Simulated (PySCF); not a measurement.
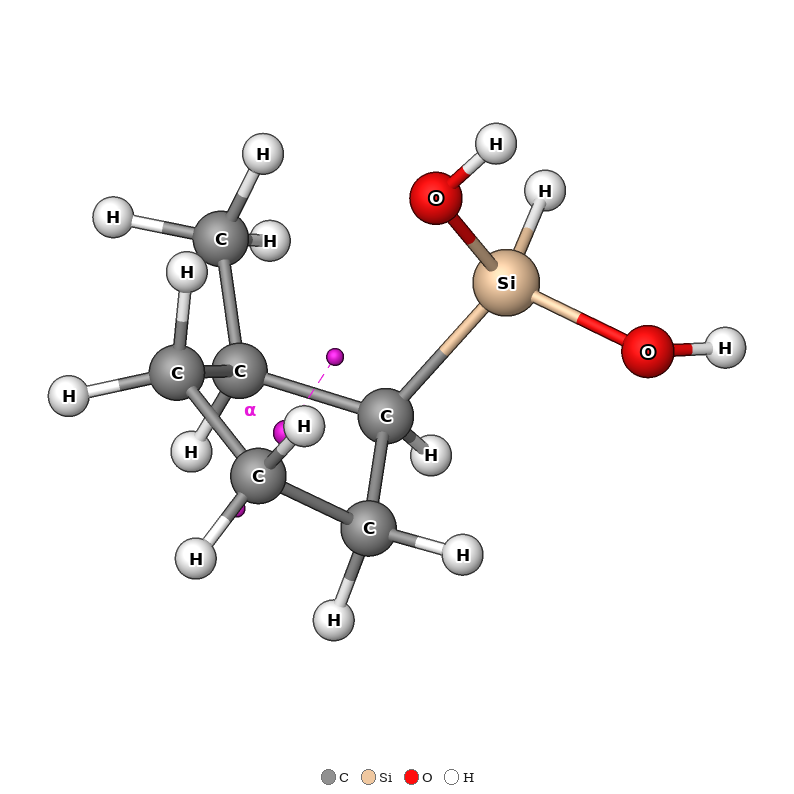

The small points mark where nucleus-independent chemical shifts (NICS) were computed: at the centre of each lettered ring and 1 Å above and below it. The computed structure is the end point of a PBE0-D3(BJ)/def2-SVP optimisation. No frequency run is at hand to confirm it as a minimum. Method: GIAO PBE0/pcSseg-1 NMR shielding, non-relativistic, gas phase (PySCF 2.14.0).

Give NICS(0), NICS(1) and the out-of-plane component NICS(1)zz for each ring (means of the two sides).

```
ring  members  NICS(0)  NICS(1)  NICS(1)zz
   α       C5     −5.6     −3.9       −6.4
```

Values in ppm.

What do the values say about the ring currents?

Ring α: weak, as in a non-aromatic ring. NICS is one index among several.
